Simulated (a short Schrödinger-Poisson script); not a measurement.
Stack: gated Al0.4Ga0.6N/GaN polarisation-induced gas, at 77 K.

```tsv
layer	material	thickness (nm)	Na (cm⁻³)
1	Al0.4Ga0.6N	20	-
2	GaN	6000	1e15
```

The device is made up for the run: typed textbook-type constants, with dimensions and the other settings drawn at random. Al0.4Ga0.6N: permittivity 9.26, conduction-band edge (eV) 0.58, gap (eV) 4.258, electron mass (mₑ) 0.248, Nv at 300 K (cm⁻³) 4.6e19. GaN: permittivity 9.5, conduction-band edge (eV) 0, gap (eV) 3.43, Nv at 300 K (cm⁻³) 4.6e19.

Channel valleys (confinement mass, in-plane density-of-states mass, number): Γ 0.2, 0.2, 1. At the gate the conduction-band edge of layer 1 lies 1.16 eV − eVg above the Fermi level of the channel; the field vanishes at the back. Sheet of polarisation charge: +2e13 e/cm² at 20 nm from the gate. The barrier under the gate holds no holes. Gaps are held at their typed values at every temperature. Mesh 0.08 nm at interfaces.

Solved with a short Schrödinger-Poisson script written for these runs: 1D Poisson equation in equilibrium, electrons quantum, Hartree (BenDaniel-Duke, 40 states a valley, the channel's in-plane mass for all, wave functions free to enter the barrier), parabolic valleys, classical holes, full ionisation, no traps, pinning or gate leakage.

Only gate voltages with over 1e8 electrons/cm² are shown.

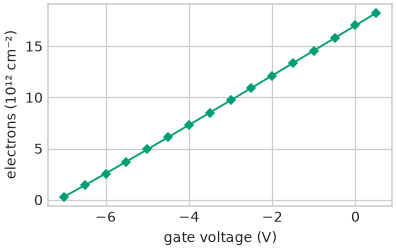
Figure: Sheet density against gate voltage

| Vg (V) | electrons (cm⁻²) | in the channel layer | C (μF/cm²) | Γ E0 (meV) | Γ E1 (meV) |
|---|---|---|---|---|---|
| 0.5 | 1.83e13 | 1.66e13 | 0.396 | -191.3 | -26.5 |
| -0.5 | 1.58e13 | 1.46e13 | 0.393 | -168.0 | -20.3 |
| -1.5 | 1.34e13 | 1.26e13 | 0.391 | -144.2 | -14.6 |
| -2.5 | 1.09e13 | 1.04e13 | 0.389 | -119.9 | -9.1 |
| -3.5 | 8.50e12 | 8.21e12 | 0.386 | -95.1 | -3.4 |
| -4.5 | 6.11e12 | 5.96e12 | 0.382 | -69.7 | 2.9 |
| -5.5 | 3.74e12 | 3.68e12 | 0.377 | -43.5 | 10.9 |
| -6.5 | 1.41e12 | 1.40e12 | 0.366 | -16.1 | 21.4 |

Subbands count from the Fermi level.
